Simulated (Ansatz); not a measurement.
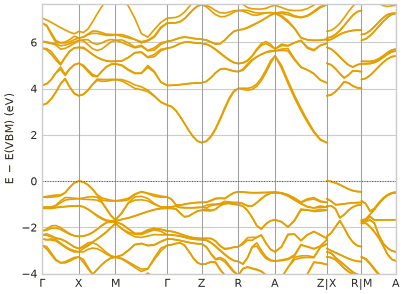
Band structure from r²SCAN with spin–orbit coupling (plane waves, PAW; program Ansatz)

**Question.** Read off the gap and where the band edges lie.

**Answer.** About 1.7 eV (1.66 eV by a search for the band edges); maximum at X, minimum at Z.

The material is HfGeO$_{3}$ in space group P4mm (No. 99; Hf on 1b, Ge on 1a, O on 2c, O on 1b).

The start of the workflow was typed in or built on a structure type; neither database checked (COD, Materials Project) lists it. Its standing as an ambient phase is unchecked. The cell was relaxed with r²SCAN under the symmetry of its start; whether a distortion lowers the energy is not shown. The run is not spin-polarised.

Potentials: the later of the program's two PAW sets.
